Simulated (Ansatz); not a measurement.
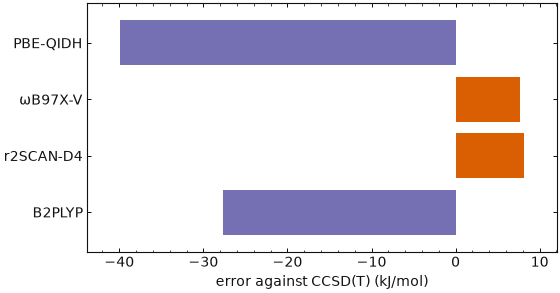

Error in the electronic atomisation energy (method less reference, so positive means overbinding) of AlBNH₄OF, SMILES OB(F)[NH][AlH2], singlet: functionals in def2-TZVPP against frozen-core CCSD(T) at the limit (MP2 extrapolated from triple and quadruple zeta, plus CCSD(T) less MP2 in a smaller set), which gives 3474.2 kJ/mol, at a PBE0-D4/def2-TZVP geometry (a minimum by its frequencies), no zero-point or spin-orbit term, the Ansatz code 0.2.0. The reference leaves out core correlation, a term that grows with the number of heavy atoms. PBE-QIDH and B2PLYP hold a correlation term that converges slowly with the basis, so part of the distance to the limit is basis error. No dispersion term is added to PBE-QIDH and B2PLYP.

**Which of these levels overbind, and which underbind?**

Overbind: none clearly. Underbind: PBE-QIDH and B2PLYP. Within 25 kJ/mol of zero, too close to call in view of what the reference leaves out: ωB97X-V and r2SCAN-D4.

**What range do the values span?**

From −40.0 kJ/mol (PBE-QIDH) to 8.2 kJ/mol (r2SCAN-D4).

Limits of at least one run: one conformer of a flexible molecule.
